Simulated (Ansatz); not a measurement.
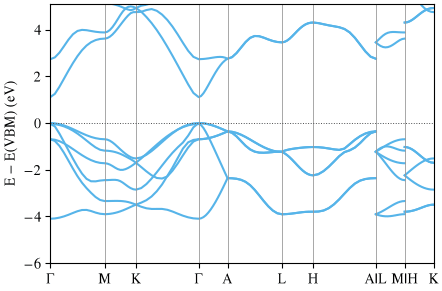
Band structure from PBE (plane waves, PAW; program Ansatz)

Read off the gap and where the band edges lie.

About 1.1 eV (1.11 eV by a search for the band edges); maximum at Γ, minimum at Γ.

The material is CdS (wurtzite, P6_3mc).

The cell was relaxed with PBE under the symmetry of its start. Spin–orbit coupling is left out wherever it is not named.

Potentials: the earlier of the program's two PAW sets.
